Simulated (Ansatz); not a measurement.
**NaLiHfN2: complex band structure**

Aim: relax a made-up compound, NaLiHfN2, and see how good a tunnel barrier it would be. It is built by putting Na for part of the Li in the Li2HfN2 structure of space group P-3m1, with the volume rescaled by atomic radii. The parent structure comes from the Materials Project.

Main program and level: Ansatz 0.2.0; LDA DFT, plane waves, PAW files, in the first sound run; inputs show where later runs differ.

The structure was built from a prototype and need not be the compound's stable phase.

### Step 1. Starting point

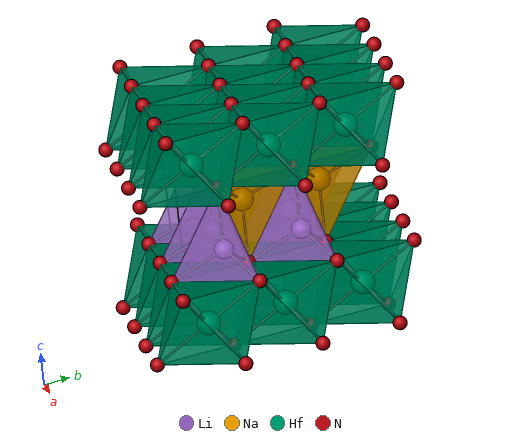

The starting structure, seen from a free direction (lithium purple, sodium orange, hafnium teal, nitrogen red). 3×2×1 cells are drawn. Some periodic images of atoms are drawn too.

Structure file:

```cif
data_structure
_symmetry_space_group_name_H-M 'P 1'
_symmetry_Int_Tables_number 1
_cell_length_a 3.3724
_cell_length_b 3.3724
_cell_length_c 5.6503
_cell_angle_alpha 90.000
_cell_angle_beta 90.000
_cell_angle_gamma 120.000
_cell_volume 55.65
loop_
_atom_site_label
_atom_site_type_symbol
_atom_site_fract_x
_atom_site_fract_y
_atom_site_fract_z
_atom_site_occupancy
Li1 Li 0.66667 0.33333 0.38279 1
Na2 Na 0.33333 0.66667 0.61721 1
Hf3 Hf 0.00000 0.00000 0.00000 1
N4 N 0.66667 0.33333 0.77938 1
N5 N 0.33333 0.66667 0.22062 1
```

### Step 2. Relaxing the new crystal

The substituted atoms don't fit the parent's cell, so cell and atoms relax together. A small smearing keeps the run stable in case the gap closes on the way.

The input, input.yaml:

```yaml
crystal:
  lattice:
    - [3.3724034848, 0.0, 0.0]
    - [-1.6862017424, 2.9205870896, 0.0]
    - [0.0, 0.0, 5.6502526624]
  atoms:
    - { symbol: Li, position: [0.6666666667, 0.3333333333, 0.38278857] }
    - { symbol: Na, position: [0.3333333333, 0.6666666667, 0.61721143] }
    - { symbol: Hf, position: [0.0, 0.0, 0.0] }
    - { symbol: "N", position: [0.6666666667, 0.3333333333, 0.77938486] }
    - { symbol: "N", position: [0.3333333333, 0.6666666667, 0.22061514] }
kpoints:
  mp_grid: { grid: [8, 8, 4] }
scf:
  occupations: { method: gaussian, width: 0.03 }
hamiltonian:
  xc: lda
output:
  forces: true
  stress: true
relax:
  f_tol: 0.02
  max_steps: 60
  cell: {}
```

Started as:

```bash
$ ansatz run input.yaml --threads 2 --pin off --max-ram 4096MiB --backend cpu --events-out ev --progress --plain --runs-dir out
```

Numbers of over 12 decimals in the logs are rounded to 6 here.

Output:

```text
Engine: ansatz 0.2.0, aarch64-unknown-linux-gnu
Pseudopotentials: kind: paw
Pseudopotential: Li, paw, valence charge 3, recommended cutoff 420 eV (normal), Li.paw.azcp
Pseudopotential: Na, paw, valence charge 9, recommended cutoff 420 eV (normal), Na.paw.azcp
Pseudopotential: Hf, paw, valence charge 26, recommended cutoff 420 eV (normal), Hf.paw.azcp
Pseudopotential: N, paw, valence charge 5, recommended cutoff 420 eV (normal), N.paw.azcp
Functional definition: SPW92
  exchange = slater_x
  correlation = pw_c
Crystal: 5 atoms, lattice volume = 55.652 Å³
Basis set: ecut = 420 eV, 1099 PW (Γ)
Bands: 29, of which v1, the nominal top of the filled ones, is band 24 counted from 1 (23 counted from 0)
Symmetry: 6 space group operations
Space group: P3m1 (ITA 156), of the structure as read, at distance tolerance 3.8e-5 Å
k-points: 35 of 256 (time reversal used)
Non-local potential: Li, projectors of the file, l = 0: 3, l = 1: 2, l = 2: 1
Non-local potential: Na, projectors of the file, l = 0: 3, l = 1: 2, l = 2: 1
Non-local potential: Hf, projectors of the file, l = 0: 3, l = 1: 2, l = 2: 2, l = 3: 3
Non-local potential: N, projectors of the file, l = 0: 2, l = 1: 2, l = 2: 1
PAW form: soft (Blöchl's): semilocal exchange-correlation on the pseudo side does not see the compensation charge
PAW frozen core: Na, regenerated for the run's functional, and the local potential with it (the file was generated under x = pbe(κ = 0.804, μ = 0.219515), c = pbe(β = 0.066725))
PAW frozen core: Hf, regenerated for the run's functional, and the local potential with it (the file was generated under x = pbe(κ = 0.804, μ = 0.219515), c = pbe(β = 0.066725))
PAW frozen core: N, regenerated for the run's functional, and the local potential with it (the file was generated under x = pbe(κ = 0.804, μ = 0.219515), c = pbe(β = 0.066725))
PAW one-centre angular grid: Li, 110 points (default); XC on 64 Gauss nodes
PAW one-centre angular grid: Na, 110 points (default); XC on 64 Gauss nodes
PAW one-centre angular grid: Hf, 590 points (default); XC on 64 Gauss nodes
PAW one-centre angular grid: N, 110 points (default); XC on 64 Gauss nodes
Initial density: superposition of atomic densities (neutral atoms: chi_scale 0, normalization atom), corrected by the library's trained network
Initial wavefunctions: pseudopotential atomic-orbital guess
Functional: x = slater, c = lda
SCF iter   1: F=—  HF=-17897.406056 eV  |F-HF|=—  |Δ(HF+E_count)|=         —  Δρ=1.40e-2  dr2=1.17e-1  ethr=1.77e-3  ⟨swp⟩=5.6  Hψ=3655  notcnv=0
preconditioner: auto → Resta (q_TF=auto, 2.662 Å⁻¹)  ε∞=4.3  [insulator: Δε(μ)=1.528 eV  Ē_g=17.732 eV  σ=0.030 eV  W_gap=1.00  n_scr=22 (ndim 8)  ℏωp=32.3 eV  f_vac=0.036  D(μ)=0.00/eV (n_scr^D=0)  ε∞_Penn≈4.3]
SCF iter   2: F=—  HF=-17897.374819 eV  |F-HF|=—  |Δ(HF+E_count)|=   3.12e-2  Δρ=4.96e-3  dr2=7.82e-3  ethr=2.44e-4  ⟨swp⟩=2.5  Hψ=1924  notcnv=0  defer=35
SCF iter   3: F=—  HF=-17897.372103 eV  |F-HF|=—  |Δ(HF+E_count)|=   2.72e-3  Δρ=2.20e-3  dr2=2.02e-3  ethr=1.63e-5  ⟨swp⟩=2.0  Hψ=1885  notcnv=0  defer=35
SCF iter   4: F=—  HF=-17897.371555 eV  |F-HF|=—  |Δ(HF+E_count)|=   5.48e-4  Δρ=9.32e-4  dr2=3.81e-4  ethr=4.20e-6  ⟨swp⟩=2.0  Hψ=1686  notcnv=0  defer=35
SCF iter   5: F=—  HF=-17897.371398 eV  |F-HF|=—  |Δ(HF+E_count)|=   1.57e-4  Δρ=2.87e-4  dr2=3.77e-5  ethr=7.95e-7  ⟨swp⟩=2.0  Hψ=1748  notcnv=0  defer=35
SCF iter   6: F=—  HF=-17897.371393 eV  |F-HF|=—  |Δ(HF+E_count)|=   5.31e-6  Δρ=7.41e-5  dr2=3.25e-6  ethr=7.85e-8  ⟨swp⟩=2.8  Hψ=1539  notcnv=0  defer=35
SCF iter   7: F=—  HF=-17897.371393 eV  |F-HF|=—  |Δ(HF+E_count)|=   5.70e-8  Δρ=1.80e-5  dr2=1.86e-7  ethr=6.77e-9  ⟨swp⟩=2.2  Hψ=1717  notcnv=0  defer=35
SCF iter   8: F=-17897.371393 eV  HF=-17897.371393 eV  |F-HF|=2.64e-8  |Δ(HF+E_count)|=   1.18e-8  Δρ=7.07e-6  dr2=3.18e-8  ethr=2.08e-10  ⟨swp⟩=4.0  Hψ=3332  notcnv=0
SCF 1 converged in 8 iterations: F = -17897.371393 eV  dr2 = 3.18e-8
  greatest PAW one-centre occupation: 1.001 electrons in one spin orbital (limit 2), on the Na atom at site 1 (counted from 0), in its partial waves of l = 1
relax step   1: F+E_penalty+E_count = -17897.37139276 eV  Δ(F+E_penalty+E_count) = +0.000e0 eV  max|allowed force component| = 2.397e0 eV/Å  Δτ_max = 0.0000 Å  P = -7.219 GPa  Ω = 55.652 Å³  (8 SCF iters, dr2 threshold 1.00e-7 eV, accepted)
Crystal: 5 atoms, lattice volume = 52.199 Å³
Basis set: ecut = 420 eV, 1051 PW (Γ)
Initial density: handed on by an earlier stage of this run
Initial wavefunctions: those handed on with the density
iter 1 solved again at ethr=5.36e-4 eV; its pass at ethr=3.10e-3 eV (dr2=2.57e-1 eV) is discarded
SCF iter   1: F=—  HF=-17897.748709 eV  |F-HF|=—  |Δ(HF+E_count)|=         —  Δρ=1.93e-2  dr2=2.59e-1  ethr=5.36e-4  ⟨swp⟩=1.0  Hψ=5283  notcnv=0
preconditioner: auto → Resta (q_TF=auto, 2.690 Å⁻¹)  ε∞=4.4  [insulator: Δε(μ)=2.088 eV  Ē_g=18.012 eV  σ=0.030 eV  W_gap=1.00  n_scr=22 (ndim 8)  ℏωp=33.3 eV  f_vac=0.032  D(μ)=0.00/eV (n_scr^D=0)  ε∞_Penn≈4.4]
SCF iter   2: F=—  HF=-17897.691954 eV  |F-HF|=—  |Δ(HF+E_count)|=   5.68e-2  Δρ=7.19e-3  dr2=3.10e-2  ethr=5.36e-4  ⟨swp⟩=2.5  Hψ=1687  notcnv=0  defer=1
SCF iter   3: F=—  HF=-17897.684373 eV  |F-HF|=—  |Δ(HF+E_count)|=   7.58e-3  Δρ=3.03e-3  dr2=6.06e-3  ethr=6.46e-5  ⟨swp⟩=2.1  Hψ=1458  notcnv=0  defer=19
SCF iter   4: F=—  HF=-17897.682953 eV  |F-HF|=—  |Δ(HF+E_count)|=   1.42e-3  Δρ=8.24e-4  dr2=3.03e-4  ethr=1.26e-5  ⟨swp⟩=2.1  Hψ=1358  notcnv=0  defer=19
SCF iter   5: F=—  HF=-17897.682909 eV  |F-HF|=—  |Δ(HF+E_count)|=   4.39e-5  Δρ=3.78e-4  dr2=5.92e-5  ethr=6.32e-7  ⟨swp⟩=2.0  Hψ=1858  notcnv=0  defer=19
SCF iter   6: F=—  HF=-17897.682901 eV  |F-HF|=—  |Δ(HF+E_count)|=   7.89e-6  Δρ=9.30e-5  dr2=4.76e-6  ethr=1.23e-7  ⟨swp⟩=2.0  Hψ=1482  notcnv=0  defer=19
SCF iter   7: F=-17897.682900 eV  HF=-17897.682900 eV  |F-HF|=1.97e-7  |Δ(HF+E_count)|=   9.73e-7  Δρ=1.53e-5  dr2=9.75e-8  ethr=1.04e-9  ⟨swp⟩=3.0  Hψ=4068  notcnv=0
SCF 2 converged in 7 iterations: F = -17897.682900 eV  dr2 = 9.75e-8
relax step   2: F+E_penalty+E_count = -17897.68290014 eV  Δ(F+E_penalty+E_count) = -3.115e-1 eV  max|allowed force component| = 1.507e0 eV/Å  Δτ_max = 0.1524 Å  P = +7.892 GPa  Ω = 52.199 Å³  energy of the carried Pulay correction = +9.807e-3 eV  (7 SCF iters, dr2 threshold 5.00e-7 eV, accepted)
Crystal: 5 atoms, lattice volume = 53.557 Å³
Basis set: ecut = 420 eV, 1087 PW (Γ)
iter 1 solved again at ethr=6.06e-5 eV; its pass at ethr=3.10e-3 eV (dr2=2.91e-2 eV) is discarded
[...]
[... from here on, the SCF cycles and remarks between the steps are left out ...]
relax step   4: F+E_penalty+E_count = -17898.08462366 eV  Δ(F+E_penalty+E_count) = -1.877e-1 eV  max|allowed force component| = 6.944e-1 eV/Å  Δτ_max = 0.1246 Å  P = -0.530 GPa  Ω = 55.471 Å³  energy of the carried Pulay correction = +4.982e-4 eV  (8 SCF iters, dr2 threshold 5.00e-7 eV, accepted)
relax step   5: F+E_penalty+E_count = -17898.16381194 eV  Δ(F+E_penalty+E_count) = -7.919e-2 eV  max|allowed force component| = 3.781e-1 eV/Å  Δτ_max = 0.1956 Å  P = +1.066 GPa  Ω = 57.510 Å³  energy of the carried Pulay correction = -5.030e-3 eV  (8 SCF iters, dr2 threshold 5.00e-7 eV, accepted)
relax step   6: F+E_penalty+E_count = -17898.17476784 eV  Δ(F+E_penalty+E_count) = -1.096e-2 eV  max|allowed force component| = 2.115e-1 eV/Å  Δτ_max = 0.0500 Å  P = -0.485 GPa  Ω = 57.650 Å³  energy of the carried Pulay correction = -5.403e-3 eV  (7 SCF iters, dr2 threshold 5.00e-7 eV, accepted)
relax step   7: F+E_penalty+E_count = -17898.17823684 eV  Δ(F+E_penalty+E_count) = -3.469e-3 eV  max|allowed force component| = 1.121e-2 eV/Å  Δτ_max = 0.0122 Å  P = +0.112 GPa  Ω = 57.360 Å³  energy of the carried Pulay correction = -4.632e-3 eV  (6 SCF iters, dr2 threshold 5.00e-7 eV, accepted)
relax step   8: F+E_penalty+E_count = -17898.17807255 eV  Δ(F+E_penalty+E_count) = +1.643e-4 eV  max|allowed force component| = 1.751e-2 eV/Å  Δτ_max = 0.0009 Å  P = -0.052 GPa  Ω = 57.427 Å³  energy of the carried Pulay correction = -4.811e-3 eV  (5 SCF iters, dr2 threshold 5.90e-8 eV, accepted)
relax step   9: F+E_penalty+E_count = -17898.17814459 eV  Δ(F+E_penalty+E_count) = -7.204e-5 eV  max|allowed force component| = 4.271e-3 eV/Å  Δτ_max = 0.0007 Å  P = +0.003 GPa  Ω = 57.403 Å³  energy of the carried Pulay correction = -4.747e-3 eV  (6 SCF iters, dr2 threshold 1.09e-8 eV, accepted)
relax step  10: F+E_penalty+E_count = -17898.20420498 eV  Δ(F+E_penalty+E_count) = -2.606e-2 eV  max|allowed force component| = 6.984e-3 eV/Å  Δτ_max = 0.0000 Å  P = +0.551 GPa  Ω = 57.403 Å³  stress off target by 1.44e0 GPa  SCF on the basis re-selected at this cell (its energy is not comparable with the rows above)  (8 SCF iters)
relax step  11: F+E_penalty+E_count = -17898.20595457 eV  Δ(F+E_penalty+E_count) = -1.750e-3 eV  max|allowed force component| = 1.535e-2 eV/Å  Δτ_max = 0.0152 Å  P = +0.012 GPa  Ω = 58.045 Å³  energy of the carried Pulay correction = -1.889e-3 eV  (6 SCF iters, dr2 threshold 5.00e-7 eV, accepted)
relax step  12: F+E_penalty+E_count = -17898.20562602 eV  Δ(F+E_penalty+E_count) = +3.286e-4 eV  max|allowed force component| = 3.536e-3 eV/Å  Δτ_max = 0.0048 Å  P = -0.029 GPa  Ω = 58.175 Å³  energy of the carried Pulay correction = -2.289e-3 eV  (6 SCF iters, dr2 threshold 3.75e-8 eV, accepted)
relax step  13: F+E_penalty+E_count = -17898.20578461 eV  Δ(F+E_penalty+E_count) = -1.586e-4 eV  max|allowed force component| = 5.607e-3 eV/Å  Δτ_max = 0.0012 Å  P = -0.008 GPa  Ω = 58.128 Å³  energy of the carried Pulay correction = -2.141e-3 eV  (5 SCF iters, dr2 threshold 9.82e-9 eV, accepted)
relax step  14: F+E_penalty+E_count = -17898.20802526 eV  Δ(F+E_penalty+E_count) = -2.241e-3 eV  max|allowed force component| = 5.083e-3 eV/Å  Δτ_max = 0.0000 Å  P = +0.002 GPa  Ω = 58.128 Å³  stress off target by 5.14e-2 GPa  SCF on the basis re-selected at this cell (its energy is not comparable with the rows above)  (6 SCF iters)
relax step  15: F+E_penalty+E_count = -17898.20795654 eV  Δ(F+E_penalty+E_count) = +6.873e-5 eV  max|allowed force component| = 2.783e-3 eV/Å  Δτ_max = 0.0007 Å  P = +0.004 GPa  Ω = 58.157 Å³  energy of the carried Pulay correction = -7.845e-5 eV  (5 SCF iters, dr2 threshold 6.61e-9 eV, accepted)
iter 1 solved again at ethr=3.34e-8 eV; its pass at ethr=3.10e-3 eV (dr2=1.60e-5 eV) is discarded
SCF iter   1: F=—  HF=-17898.208028 eV  |F-HF|=—  |Δ(HF+E_count)|=         —  Δρ=6.81e-5  dr2=6.00e-8  ethr=3.34e-8  ⟨swp⟩=3.4  Hψ=6694  notcnv=0
preconditioner: auto → Resta (q_TF=auto, 2.642 Å⁻¹)  ε∞=4.2  [insulator: Δε(μ)=1.345 eV  Ē_g=17.647 eV  σ=0.030 eV  W_gap=1.00  n_scr=22 (ndim 8)  ℏωp=31.6 eV  f_vac=0.101  D(μ)=0.00/eV (n_scr^D=0)  ε∞_Penn≈4.2]
SCF iter   2: F=—  HF=-17898.208035 eV  |F-HF|=—  |Δ(HF+E_count)|=   7.21e-6  Δρ=3.45e-5  dr2=1.55e-8  ethr=1.25e-10  ⟨swp⟩=2.4  Hψ=1776  notcnv=0
SCF iter   3: F=—  HF=-17898.208036 eV  |F-HF|=—  |Δ(HF+E_count)|=   5.76e-7  Δρ=3.18e-6  dr2=1.29e-9  ethr=3.22e-11  ⟨swp⟩=2.1  Hψ=1338  notcnv=0
SCF iter   4: F=—  HF=-17898.208036 eV  |F-HF|=—  |Δ(HF+E_count)|=   2.47e-9  Δρ=3.38e-7  dr2=7.90e-11  ethr=2.69e-12  ⟨swp⟩=2.3  Hψ=1871  notcnv=0
SCF iter   5: F=-17898.208036 eV  HF=-17898.208036 eV  |F-HF|=7.28e-12  |Δ(HF+E_count)|=  1.46e-11  Δρ=2.43e-7  dr2=3.01e-11  ethr=1.00e-12  ⟨swp⟩=4.2  Hψ=3462  notcnv=0
SCF 16 converged in 5 iterations: F = -17898.208036 eV  dr2 = 3.01e-11
relax step  16: F+E_penalty+E_count = -17898.20803591 eV  Δ(F+E_penalty+E_count) = -7.937e-5 eV  max|allowed force component| = 2.780e-3 eV/Å  Δτ_max = 0.0000 Å  P = +0.004 GPa  Ω = 58.157 Å³  stress off target by 8.63e-3 GPa  SCF on the basis re-selected at this cell (its energy is not comparable with the rows above)  (5 SCF iters)
basis re-selected at this cell: Δ(F+E_penalty+E_count) = -7.937e-5 eV, ΔP = +0.000 GPa vs the last step (what re-selecting the basis moved, of the pressure what is left beyond the Pulay correction that the steps carried, after the strain that the cell walked since its last selection, with what the two solves' SCF thresholds leave and, on support functions, any second-order correction that the steps lacked; it is no m [...]
SCF converged after 5 iterations
Free energy (F): -17898.208036 eV
Harris-Foulkes:  -17898.208036 eV  (|F-HF|=7.28e-12)
Internal energy: -17898.208036 eV  (E = F + TS)
E sigma→0 (E₀):  -17898.208036 eV
Fermi energy:    11.843710 eV
--- Per-component energies (eV) ---
  E_band       = -318.169402
  E_kinetic    = 829.961287
  E_local      = -9025.602337  (includes V_loc(G=0)·N_el)
  E_nonlocal   = -1053.372732
  E_hartree    = 4046.953326
  E_xc         = -467.866507
  E_vxc        = -485.490557  (∫ρ·V_xc dr)
  E_paw        = -7185.227169  (= ΣΔE_a)
  E_vpaw       = 1322.428021  (= ΣTr[D̂ρ^β])
  E_aug_tail   = 0.000259  (compensation charges beyond the density's cutoff)
  E_ewald      = -5045.812382
  E_core_change = 2.758221  (= ΣΔE_core)
  E_smearing   = -0.000000  (= −TS)
  E_closure    = -0.000000  (closes the sum)
  Σ components = -17898.208036   (vs F -17898.208036, Δ=0.00e0)
--- Forces (eV/Å), atoms counted from 1 ---
  atom   1  Li    -0.00000000     0.00000000    -0.00148611
  atom   2  Na     0.00000000    -0.00000000    -0.00018243
  atom   3  Hf    -0.00000000     0.00000000     0.00278043
  atom   4  N      0.00000000     0.00000000    -0.00013824
  atom   5  N      0.00000000     0.00000000    -0.00097276
  max |Σ_I F_I| component: 8.88e-7 eV/Å
--- Stress (GPa, compression-positive) ---
        0.008634       0.000000      -0.000000
        0.000000       0.008634       0.000000
       -0.000000       0.000000      -0.004959
  P = ⅓ Tr σ = 0.0041 GPa (0.041 kbar)
--- Relaxed structure (13 steps of the walk, 13 accepted, 3 SCFs on fresh bases) ---
  F+E_penalty+E_count = -17898.20803591 eV   max|allowed force component| = 2.780e-3 eV/Å   (the final SCF, on the basis selected at the relaxed cell)
  cell:  # Å, volume = 58.1566 Å³
    - [3.240370, -9.772452749721055e-18, 0]
    - [-1.620185, 2.806243, 0]
    - [0, 0, 6.395570]
  atoms:
    - { symbol: Li, position: [0.666667, 0.333333, 0.312828] }
    - { symbol: Na, position: [0.333333, 0.666667, 0.620098] }
    - { symbol: Hf, position: [0, 0, 0.010620] }
    - { symbol: N, position: [0.666667, 0.333333, 0.844513] }
    - { symbol: N, position: [0.333333, 0.666667, 0.211942] }
```

It took 40 s on 2 threads of Arm Neoverse V2, shared host; peak memory 0.35 GiB; 77 s of CPU time.

Step by step:

```
step  energy less that of the first step (eV)  largest force component (eV/Å)  pressure (GPa)  volume (Å³)
   1                                   0.0000                          2.3975           -7.22        55.65
   2                                  -0.3115                          1.5073            7.89        52.20
   3                                  -0.5255                          0.9038            2.64        53.56
   4                                  -0.7132                          0.6944           -0.53        55.47
   5                                  -0.7924                          0.3781            1.07        57.51
   6                                  -0.8034                          0.2115           -0.48        57.65
   7                                  -0.8068                          0.0112            0.11        57.36
   8                                  -0.8067                          0.0175           -0.05        57.43
   9                                  -0.8068                          0.0043            0.00        57.40
 10*                                  -0.8328                          0.0070            0.55        57.40
  11                                  -0.8346                          0.0154            0.01        58.04
  12                                  -0.8342                          0.0035           -0.03        58.18
  13                                  -0.8344                          0.0056           -0.01        58.13
 14*                                  -0.8366                          0.0051            0.00        58.13
  15                                  -0.8366                          0.0028            0.00        58.16
 16*                                  -0.8366                          0.0028            0.00        58.16
```

Relaxation steps marked * repeat the geometry before them on a plane-wave basis chosen anew for their cell, so energy and pressure can jump there.

The run keeps the 6 symmetry operations that it works with, so distortions that break them were not tested.

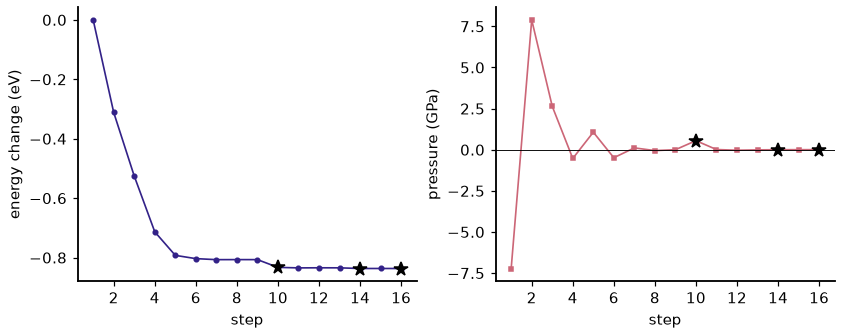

Energy and pressure along the relaxation. Stars mark steps on a basis chosen anew.

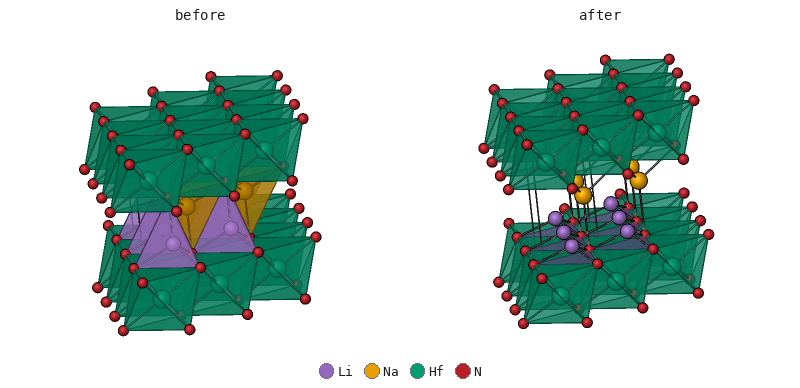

Before and after, at one scale.

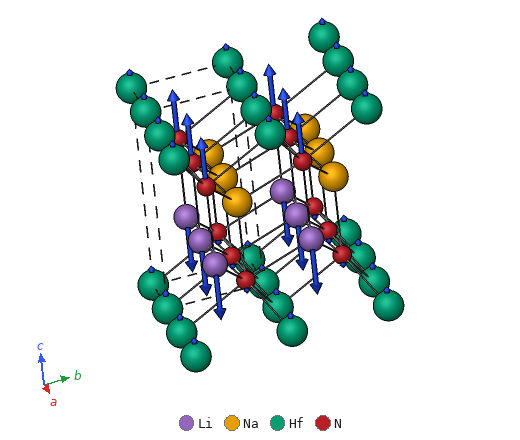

Displacements in the relaxation, exaggerated, measured against the changing cell; the longest in the cell stands for 0.45 Å. Bonds to atoms that aren't drawn are left out. 3×2×1 cells are drawn. Some periodic images of atoms are drawn too.

```
     cell as run  before  after   change
           a (Å)   3.372  3.240   -3.9 %
           b (Å)   3.372  3.240   -3.9 %
           c (Å)   5.650  6.396  +13.2 %
volume (Å³/atom)   11.13  11.63   +4.5 %
```

The atoms that moved most (Å, as changes of fractional coordinates times the final cell):

```
atom     dx     dy      dz  length
 Li1  0.000  0.000  -0.447   0.447
  N4  0.000  0.000   0.417   0.417
 Hf3  0.000  0.000   0.068   0.068
  N5  0.000  0.000  -0.055   0.055
 Na2  0.000  0.000   0.018   0.018
```

The relaxed structure:

```xyz
5
Lattice="3.2404 0.0000 0.0000 -1.6202 2.8062 0.0000 0.0000 0.0000 6.3956" Properties=species:S:1:pos:R:3 pbc="T T T"
Li    1.6202    0.9354    2.0007
Na    0.0000    1.8708    3.9659
Hf    0.0000    0.0000    0.0679
N     1.6202    0.9354    5.4011
N     0.0000    1.8708    1.3555
```

This step gave:

- free energy: -17898.2080 eV
- Fermi energy: 11.84 eV
- pressure: 0.004103 GPa

The largest force component on a free atom ends at 0.0028 eV/Å.

[end of part 1 of 3]

[Logs are printed without paths, hosts, clocks, repeated set-up lines and the standing remarks that a program may print on its own settings, such as how far it seeks lower states.]

[Hosts, paths, dates, database ids (printed as entryN), source tags and the programs' standing remarks are cut or masked in the printed files.]
